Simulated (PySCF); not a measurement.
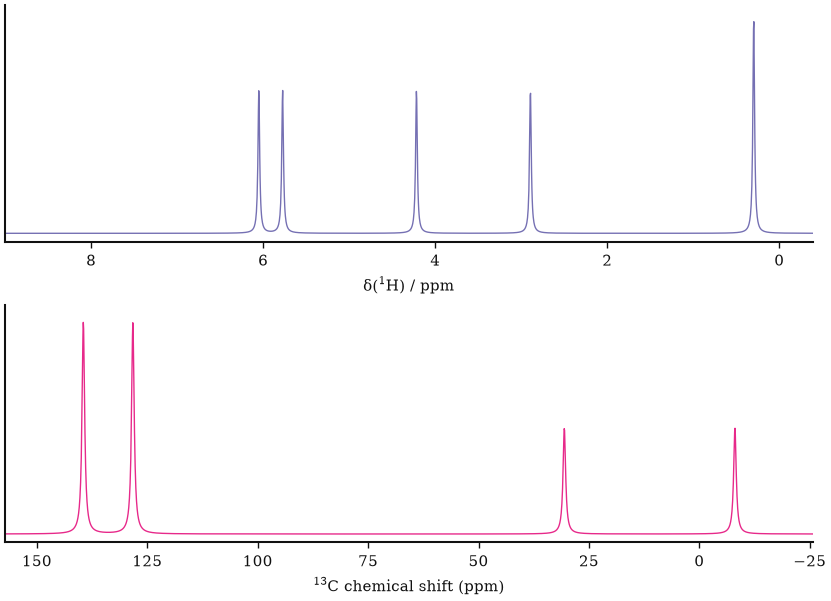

GIAO shifts, ωB97X-D/pcSseg-1 in PySCF, at a PBE0-D3(BJ)/def2-SVP geometry (no frequency check), against TMS for ¹H and TMS for ¹³C computed at the same level. Gas phase, fully decoupled, line heights follow the number of nuclei, widths are arbitrary (no quadrupolar broadening); values of one conformer, averaged over methyl-type rotors and exact or near symmetry; other conformers aren't averaged in.

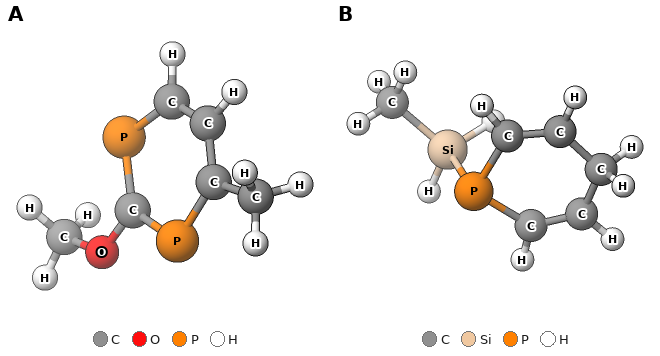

Which structure fits the spectrum? The candidates are drawn in the second picture.

Structure B, C₆H₁₁PSi, SMILES C[SiH2]P1C=CCC=C1. Its ¹H signals: 6.05 (2 H), 5.77 (2 H), 4.22 (2 H), 2.89 (2 H), 0.30 (3 H) ppm. Its ¹³C signals: 139.5 (2 C), 128.3 (2 C), 30.6 (1 C), −8.1 (1 C) ppm.
